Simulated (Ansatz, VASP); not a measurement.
# BP in two plane-wave programs

Wanted: the spread between two codes on one cell, functional and k mesh.

Program: Ansatz 0.2.0. Level of theory: plane waves, with VASP 6.6.1 beside it; relaxation of cell and atoms at PBE and relaxation of cell and atoms at r2SCAN with rVV10. Results are calculated unless marked as measured.

### Step 1. The structure

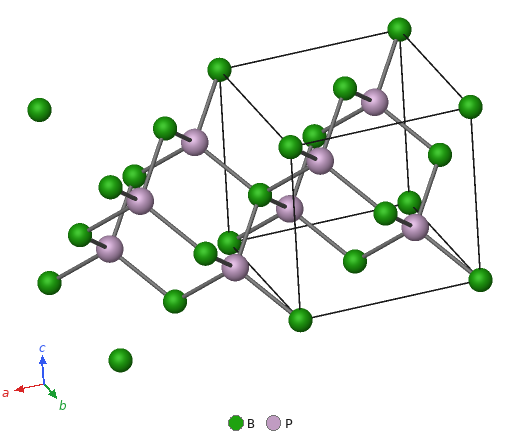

Start, viewed from a free direction; boron green, phosphorus pink. 2×1×1 cells are drawn. This picture shows the conventional cell, with its axes. Bonds to atoms that aren't drawn are left out. Some periodic images of atoms are drawn too.

### Step 2. VASP: relaxation of cell and atoms, PBE

The relaxed volume is the usual yardstick between codes: its relative difference is about their pressure difference at one cell divided by the bulk modulus.

Lines of VASP's logs that name or quote its potential files are left out, and so is its time.

Input file INCAR:

```
SYSTEM = BP
PREC = Accurate
ENCUT = 520
EDIFF = 1E-06
NELM = 100
ISMEAR = -1
SIGMA = 0.05
LREAL = .FALSE.
ALGO = Normal
GGA = PE
NBANDS = 10
LORBIT = 11
LWAVE = .FALSE.
LCHARG = .FALSE.
KPAR = 2
IBRION = 2
NSW = 60
ISIF = 3
EDIFFG = -0.01
```

Input file POSCAR:

```
BP
1.0
    0.0000000000      2.2690000000      2.2690000000
    2.2690000000      0.0000000000      2.2690000000
    2.2690000000      2.2690000000      0.0000000000
B P
1 1
Direct
    0.0000000000      0.0000000000      0.0000000000
    0.2500000000      0.2500000000      0.2500000000
```

Input file KPOINTS:

```
Automatic mesh
0
Gamma
10 10 10
0 0 0
```

PAW data sets: B and P (PBE family, release 64).

On the command line:

```bash
$ mpirun -np 2 vasp_std
```

Numbers of over 12 decimals in the logs are rounded to 6 here.

Log:

```text
[banner, memory and clock lines left out]
running    2 mpi-ranks, on    1 nodes
 distrk:  each k-point on    1 cores,    2 groups
 distr:  one band on    1 cores,    1 groups

 POSCAR found type information on POSCAR B P
 POSCAR found :  2 types and       2 ions
 LDA part: xc-table for (Slater+PW92), standard interpolation
 POSCAR, INCAR and KPOINTS ok, starting setup
 FFT: planning ... GRIDC
 FFT: planning ... GRID_SOFT
 FFT: planning ... GRID
 WAVECAR not read
 entering main loop
       N       E                     dE             d eps       ncg     rms          rms(c)
DAV:   1     0.993630102421E+01    0.99363E+01   -0.40213E+03   940   0.717E+02
DAV:   2    -0.130464903521E+02   -0.22983E+02   -0.21692E+02  1308   0.113E+02
DAV:   3    -0.136358994853E+02   -0.58941E+00   -0.58868E+00  1152   0.169E+01
DAV:   4    -0.136380096747E+02   -0.21102E-02   -0.21099E-02  1186   0.117E+00
DAV:   5    -0.136380195578E+02   -0.98832E-05   -0.98823E-05  1136   0.714E-02    0.721E+00
DAV:   6    -0.130285144773E+02    0.60951E+00   -0.14491E+00  1060   0.561E+00    0.390E+00
DAV:   7    -0.129378827199E+02    0.90632E-01   -0.24117E-01  1230   0.262E+00    0.132E+00
DAV:   8    -0.129299597934E+02    0.79229E-02   -0.28390E-02  1076   0.100E+00    0.205E-01
DAV:   9    -0.129302727298E+02   -0.31294E-03   -0.66287E-04  1088   0.188E-01    0.121E-01
DAV:  10    -0.129304706191E+02   -0.19789E-03   -0.28729E-04  1128   0.111E-01    0.294E-02
DAV:  11    -0.129304798972E+02   -0.92781E-05   -0.99467E-06  1228   0.226E-02    0.312E-02
DAV:  12    -0.129304808754E+02   -0.97820E-06   -0.38633E-06  1062   0.107E-02
   1 F= -.12930481E+02 E0= -.12930481E+02  d E =-.129305E+02
 curvature:   0.00 expect dE= 0.000E+00 dE for cont linesearch  0.000E+00
 trial: gam= 0.00000 g(F)=  0.421E-48 g(S)=  0.123E-02 ort = 0.000E+00 (trialstep = 0.100E+01)
 search vector abs. value=  0.123E-02
 bond charge predicted
       N       E                     dE             d eps       ncg     rms          rms(c)
DAV:   1    -0.129314413270E+02   -0.96143E-03   -0.24928E-02  1060   0.102E+00    0.191E-01
DAV:   2    -0.129308387650E+02    0.60256E-03   -0.12659E-03  1048   0.189E-01    0.105E-01
DAV:   3    -0.129306706884E+02    0.16808E-03   -0.34612E-04  1072   0.901E-02    0.287E-02
DAV:   4    -0.129306556816E+02    0.15007E-04   -0.14000E-05  1116   0.232E-02    0.226E-02
DAV:   5    -0.129306514965E+02    0.41852E-05   -0.35288E-06  1072   0.114E-02    0.115E-02
DAV:   6    -0.129306510556E+02    0.44081E-06   -0.11817E-07   504   0.241E-03
   2 F= -.12930651E+02 E0= -.12930651E+02  d E =-.170180E-03
 trial-energy change:   -0.000170  1 .order   -0.000177   -0.001227    0.000873
 step:   0.5795(harm=  0.5845)  dis= 0.00000  next Energy=   -12.930835 (dE=-0.354E-03)
 bond charge predicted
       N       E                     dE             d eps       ncg     rms          rms(c)
DAV:   1    -0.129309709472E+02   -0.31945E-03   -0.44140E-03  1062   0.431E-01    0.820E-02
DAV:   2    -0.129308641682E+02    0.10678E-03   -0.22351E-04  1056   0.797E-02    0.451E-02
DAV:   3    -0.129308364641E+02    0.27704E-04   -0.61734E-05  1060   0.380E-02    0.121E-02
DAV:   4    -0.129308352414E+02    0.12228E-05   -0.24123E-06   938   0.969E-03    0.927E-03
DAV:   5    -0.129308355787E+02   -0.33736E-06   -0.63709E-07   490   0.513E-03
   3 F= -.12930836E+02 E0= -.12930836E+02  d E =-.354703E-03
 curvature:  -0.29 expect dE=-0.309E-07 dE for cont linesearch -0.309E-07
 trial: gam=-0.00919 g(F)=  0.162E-48 g(S)=  0.106E-06 ort = 0.114E-04 (trialstep = 0.916E+00)
 search vector abs. value=  0.109E-09
 reached required accuracy - stopping structural energy minimisation
```

OUTCAR, selected parts (step 2):

```text
ion  position               nearest neighbor table
   1  0.000  0.000  0.000-   2 1.97   2 1.97   2 1.97   2 1.97
   2  0.250  0.250  0.250-   1 1.97   1 1.97   1 1.97   1 1.97

  LATTYP: Found a face centered cubic cell.
 ALAT       =     4.5380000000

 Subroutine GETGRP returns: Found 24 space group operations
 (whereof 24 operations were pure point group operations)

The static configuration has the point symmetry T_d .

 Found     47 irreducible k-points:

   k-points           NKPTS =     47   k-points in BZ     NKDIM =     47   number of bands    NBANDS=     10

   dimension x,y,z NGX =    24 NGY =   24 NGZ =   24
   dimension x,y,z NGXF=    48 NGYF=   48 NGZF=   48

   ENCUT  =  520.0 eV  38.22 Ry    6.18 a.u.   5.97  5.97  5.97*2*pi/ulx,y,z

   NELECT =       8.0000    total number of electrons

 k-points in reciprocal lattice and weights: Automatic mesh
   0.00000000  0.00000000  0.00000000       0.001
   0.10000000  0.00000000  0.00000000       0.008
   0.20000000  0.00000000  0.00000000       0.008
   0.30000000  0.00000000  0.00000000       0.008
   0.40000000  0.00000000  0.00000000       0.008
   0.50000000  0.00000000  0.00000000       0.004
   0.10000000  0.10000000  0.00000000       0.006
   0.20000000  0.10000000  0.00000000       0.024
   0.30000000  0.10000000  0.00000000       0.024
[...]
-0.30000000  0.40000000  0.20000000       0.024
  -0.30000000  0.50000000  0.20000000       0.012

 average (electrostatic) potential at core
       1 -24.8695       2 -81.3424

 E-fermi :   7.9733

 k-point     1 :       0.0000    0.0000    0.0000
  band No.  band energies     occupation
      1      -8.0434      2.00000
      2       7.3684      1.99999
      3       7.3684      1.99999
      4       7.3684      1.99999
      5      10.7611      0.00000
      6      10.7611      0.00000
      7      10.7611      0.00000
      8      14.6597      0.00000
      9      18.8448      0.00000
    ...

 k-point     2 :       0.1000    0.0000    0.0000
  band No.  band energies     occupation
      1      -7.8641      2.00000
      2       6.0702      2.00000
      3       7.0750      2.00000
      4       7.0750      2.00000
      5      11.1673      0.00000
      6      11.1673      0.00000
      7      11.1923      0.00000
      8      15.1865      0.00000
      9      18.8011      0.00000
    ...

 k-point     3 :       0.2000    0.0000    0.0000
  band No.  band energies     occupation
      1      -7.3329      2.00000
      2       3.7367      2.00000
      3       6.5182      2.00000
      4       6.5182      2.00000
      5      11.3803      0.00000
      6      11.8849      0.00000
      7      11.8849      0.00000
      8      16.3753      0.00000
      9      18.2023      0.00000
    ...

  Total        0.0012083      0.0012083      0.0012083     -0.0000000     -0.0000000      0.0000000
  in kB        0.0824101      0.0824101      0.0824101     -0.0000000     -0.0000000      0.0000000
  external PRESSURE =       0.0824101 kB  Pullay stress =       0.0000000 kB

  energy-cutoff  :      520.00
  volume of cell :       23.49
      direct lattice vectors                 reciprocal lattice vectors
     0.000000000  2.273130303  2.273130303    -0.219960994  0.219960994  0.219960994
     2.273130303  0.000000000  2.273130303     0.219960994 -0.219960994  0.219960994
     2.273130303  2.273130303 -0.000000000     0.219960994  0.219960994 -0.219960994

 POSITION                                       TOTAL-FORCE (eV/Angst)
 -----------------------------------------------------------------------------------
      0.00000      0.00000      0.00000        -0.000000     -0.000000     -0.000000
      1.13657      1.13657      1.13657         0.000000      0.000000      0.000000
 -----------------------------------------------------------------------------------
    total drift:                                0.000000      0.000000      0.000000

  FREE ENERGIE OF THE ION-ELECTRON SYSTEM (eV)
  ---------------------------------------------------
  free  energy   TOTEN  =       -12.9308355787 eV

  energy  without entropy=      -12.9308355316  energy(sigma->0) =      -12.93083556

 reached required accuracy - stopping structural energy minimisation

 total charge
# of ion       s       p       d       tot
------------------------------------------
    1        0.666   1.268   0.000   1.934
    2        0.992   1.573   0.000   2.566
--------------------------------------------------
tot          1.659   2.841   0.000   4.500

[... 3 further parts left out ...]
```

### Step 3. Ansatz: relaxation of cell and atoms, PBE

Ansatz runs on its default PAW (the set named soft_2) files.

The same cell, functional, mesh and smearing now go to Ansatz, which takes its cutoff from its data sets.

Input file input.yaml:

```yaml
crystal:
  lattice:
    - [0.0, 2.269, 2.269]
    - [2.269, 0.0, 2.269]
    - [2.269, 2.269, 0.0]
  atoms:
    - { symbol: B, position: [0.0, 0.0, 0.0] }
    - { symbol: P, position: [0.25, 0.25, 0.25] }
hamiltonian:
  xc: pbe
  pseudopotentials: { kind: paw }
kpoints:
  mp_grid: { grid: [10, 10, 10] }
scf:
  occupations: { method: fermi_dirac, width: 0.05 }
relax:
  f_tol: 0.01
  max_steps: 60
  cell: { stress_tol: 0.05 }
output:
  forces: true
  stress: true
  write_density: true
  write_potential: true
  elf: true
  volumetric_format: npy
```

On the command line:

```bash
$ ansatz run input.yaml --threads 4 --pin off --max-ram 9216MiB --backend cpu --events-out ev --progress --plain --runs-dir out
```

Log:

```text
Engine: ansatz 0.2.0, x86_64-unknown-linux-gnu
Pseudopotentials: kind: paw
Pseudopotential: B, paw, valence charge 3, recommended cutoff 420 eV (normal), B.paw.azcp
Pseudopotential: P, paw, valence charge 5, recommended cutoff 420 eV (normal), P.paw.azcp
Functional definition: PBE
  parameter kappa = 0.804
  parameter beta = 0.066725
  exchange = pbe_x(kappa = kappa, mu = beta*pi^2/3)
  correlation = pbe_c(beta = beta)
Crystal: 2 atoms, lattice volume = 23.363 Å³
Basis set: ecut = 420 eV, 459 PW (Γ), exchange–correlation on 48×48×48 points (8 copies of the dense FFT grid, shifted against one another)
Bands: 8, of which v1, the nominal top of the filled ones, is band 4 counted from 1 (3 counted from 0)
Symmetry: 24 space group operations
Space group: F-43m (ITA 216), of the structure as read, at distance tolerance 2.9e-5 Å
k-points: 47 of 1000 (time reversal used)
Non-local potential: B, projectors of the file, l = 0: 2, l = 1: 2, l = 2: 1
Non-local potential: P, projectors of the file, l = 0: 2, l = 1: 2, l = 2: 2
PAW form: soft (Blöchl's): semilocal exchange-correlation on the pseudo side does not see the compensation charge
PAW one-centre angular grid: B, 110 points (default); XC on 64 Gauss nodes
PAW one-centre angular grid: P, 110 points (default); XC on 64 Gauss nodes
Initial density: superposition of atomic densities (neutral atoms: chi_scale 0, normalization atom), corrected by the library's trained network
Initial wavefunctions: pseudopotential atomic-orbital guess
Functional: x = pbe(κ = 0.804, μ = 0.219515), c = pbe(β = 0.066725)
SCF iter   1: F=—  HF=-912.446330 eV  |F-HF|=—  |Δ(HF+E_count)|=         —  Δρ=1.58e-3  dr2=5.17e-4  ethr=1.77e-3  ⟨swp⟩=6.0  Hψ=3475  notcnv=0
preconditioner: auto → none  [insulator: Δε(μ)=1.239 eV  Ē_g=12.799 eV  σ=0.050 eV  W_gap=1.00  n_scr=0 (ndim 8)  ℏωp=21.7 eV  f_vac=0.000  D(μ)=0.00/eV (n_scr^D=0)  ε∞_Penn≈3.9]
SCF iter   2: F=—  HF=-912.446466 eV  |F-HF|=—  |Δ(HF+E_count)|=   1.36e-4  Δρ=8.77e-4  dr2=1.77e-4  ethr=6.46e-6  ⟨swp⟩=2.3  Hψ=927  notcnv=0
SCF iter   3: F=—  HF=-912.446431 eV  |F-HF|=—  |Δ(HF+E_count)|=   3.50e-5  Δρ=4.10e-4  dr2=1.86e-5  ethr=2.21e-6  ⟨swp⟩=2.0  Hψ=532  notcnv=0
SCF iter   4: F=—  HF=-912.446455 eV  |F-HF|=—  |Δ(HF+E_count)|=   2.32e-5  Δρ=1.33e-4  dr2=5.14e-6  ethr=2.32e-7  ⟨swp⟩=2.0  Hψ=567  notcnv=0
SCF iter   5: F=—  HF=-912.446453 eV  |F-HF|=—  |Δ(HF+E_count)|=   1.27e-6  Δρ=3.83e-5  dr2=4.32e-7  ethr=6.43e-8  ⟨swp⟩=2.0  Hψ=527  notcnv=0
SCF iter   6: F=-912.446453 eV  HF=-912.446453 eV  |F-HF|=2.74e-8  |Δ(HF+E_count)|=   1.10e-7  Δρ=1.13e-5  dr2=3.81e-8  ethr=1.25e-9  ⟨swp⟩=8.0  Hψ=1833  notcnv=0
SCF 1 converged in 6 iterations: F = -912.446453 eV  dr2 = 3.81e-8
  greatest PAW one-centre occupation: 0.774 electrons in one spin orbital (limit 2), on the P atom at site 1 (counted from 0), in its partial waves of l = 0
relax step   1: F+E_penalty+E_count = -912.44645324 eV  Δ(F+E_penalty+E_count) = +0.000e0 eV  max|allowed force component| = 3.978e-16 eV/Å  Δτ_max = 0.0000 Å  P = +1.132 GPa  Ω = 23.363 Å³  (6 SCF iters, dr2 threshold 1.00e-7 eV, accepted)
[...]
relax step   2: F+E_penalty+E_count = -912.44683209 eV  Δ(F+E_penalty+E_count) = -3.788e-4 eV  max|allowed force component| = 1.156e-16 eV/Å  Δτ_max = 0.0000 Å  P = +0.501 GPa  Ω = 23.452 Å³  energy of the carried Pulay correction = -7.241e-5 eV  (4 SCF iters, dr2 threshold 2.00e-7 eV, accepted)
[...]
relax step   3: F+E_penalty+E_count = -912.44688650 eV  Δ(F+E_penalty+E_count) = -5.441e-5 eV  max|allowed force component| = 4.395e-17 eV/Å  Δτ_max = 0.0000 Å  P = +0.006 GPa  Ω = 23.523 Å³  energy of the carried Pulay correction = -1.300e-4 eV  (4 SCF iters, dr2 threshold 2.00e-7 eV, accepted)
[...]
relax step   4: F+E_penalty+E_count = -912.44700691 eV  Δ(F+E_penalty+E_count) = -1.204e-4 eV  max|allowed force component| = 5.667e-17 eV/Å  Δτ_max = 0.0000 Å  P = +0.013 GPa  Ω = 23.523 Å³  stress off target by 1.35e-2 GPa  SCF on the basis re-selected at this cell (its energy is not comparable with the rows above)  (4 SCF iters)
basis re-selected at this cell: Δ(F+E_penalty+E_count) = -1.204e-4 eV, ΔP = +0.007 GPa vs the last step (what re-selecting the basis moved, of the pressure what is left beyond the Pulay correction that the steps carried, after the strain that the cell walked since its last selection, with what the two solves' SCF thresholds leave and, on support functions, any second-order correction that the steps lacked; it is no m [...]
SCF converged after 4 iterations
Free energy (F): -912.447007 eV
Harris-Foulkes:  -912.447007 eV  (|F-HF|=1.93e-12)
Internal energy: -912.447007 eV  (E = F + TS)
E sigma→0 (E₀):  -912.447007 eV
Entropy (-TS):   -0.000000 eV (-0.000 meV/atom)
Fermi energy:    9.779500 eV
--- Per-component energies (eV) ---
  E_band       = 21.651110
  E_kinetic    = 121.358626
  E_local      = -68.390820  (includes V_loc(G=0)·N_el)
  E_nonlocal   = 44.982517
  E_hartree    = 17.138276
  E_xc         = -94.745152
  E_vxc        = -100.383027  (∫ρ·V_xc dr)
  E_paw        = -647.945679  (= ΣΔE_a)
  E_vpaw       = -10.192722  (= ΣTr[D̂ρ^β])
  E_aug_tail   = 0.000000  (compensation charges beyond the density's cutoff)
  E_ewald      = -284.844775
  E_smearing   = -0.000000  (= −TS)
  E_closure    = 0.000000  (closes the sum)
  Σ components = -912.447007   (vs F -912.447007, Δ=0.00e0)
--- Forces (eV/Å), atoms counted from 1 ---
  atom   1  B      0.00000000     0.00000000    -0.00000000
  atom   2  P     -0.00000000    -0.00000000    -0.00000000
  max |Σ_I F_I| component: 1.27e-16 eV/Å
--- Stress (GPa, compression-positive) ---
        0.013472      -0.000000      -0.000000
       -0.000000       0.013472       0.000000
       -0.000000       0.000000       0.013472
  P = ⅓ Tr σ = 0.0135 GPa (0.135 kbar)
--- Band table (eV; the first three rows and the last of 47) ---
  k-point 0: bands = ["-6.2246", "9.1716", "9.1716", "9.1716", "12.5657", "12.5657", "12.5657", "16.4399"]
  k-point 1: bands = ["-6.0455", "7.8764", "8.8792", "8.8792", "12.9698", "12.9698", "12.9919", "16.9684"]
  k-point 2: bands = ["-5.5153", "5.5459", "8.3237", "8.3237", "13.1745", "13.6841", "13.6841", "18.1606"]
  k-point 46: bands = ["-1.1668", "1.0761", "3.6828", "3.8529", "13.7737", "14.5628", "17.3584", "17.8015"]
--- Relaxed structure (3 steps of the walk, 3 accepted, 1 SCFs on fresh bases) ---
  F+E_penalty+E_count = -912.44700691 eV   max|allowed force component| = 5.667e-17 eV/Å   (the final SCF, on the basis selected at the relaxed cell)
  cell:  # Å, volume = 23.5228 Å³
    - [0, 2.274152, 2.274152]
    - [2.274152, 0, 2.274152]
    - [2.274152, 2.274152, 0]
  atoms:
    - { symbol: B, position: [0, 0, 0] }
    - { symbol: P, position: [0.25, 0.25, 0.25] }
```

Run time: 1.8 s. Hardware: 4 threads of Intel Xeon Platinum 8259CL at 2.50GHz (Skylake/Cascade Lake), shared host; peak memory 0.42 GiB; 5.6 s of CPU time.

### Step 4. Differences

Known differences besides the PAW data sets themselves: both relaxations stop at a tolerance, which leaves soft axes loose, and VASP keeps its plane-wave basis; the cutoff is 420 eV in Ansatz and 520 eV in VASP; VASP leaves aspherical gradient terms in its spheres out (LASPH is not set), Ansatz keeps them; Ansatz adds a Pulay correction to the stress that steers its cell, VASP none. Total energies have different zeros and are not compared.

Compared:

| quantity | Ansatz | VASP | difference |
| --- | --- | --- | --- |
| volume (Å³) | 23.52 | 23.49 | +0.13 % |
| edge a after relaxation, in the typed setting (Å) | 3.216 | 3.215 | +0.04 % |

The walks stopped with 0.01 GPa left in Ansatz and 0.01 GPa in VASP; each walk ends within a tolerance, so the volume difference is uncertain by about these residues over the bulk modulus, most in soft cells.

[end of part 1 of 2]

[Lines on the potential files, build, host, timing and source positions are cut from VASP's logs without a mark.]

[Logs are printed without paths, hosts, clocks, repeated set-up lines and the standing remarks that a program may print on its own settings, such as how far it seeks lower states.]

[Hosts, paths, dates, database ids (printed as entryN), source tags and the programs' standing remarks are cut or masked in the printed files.]
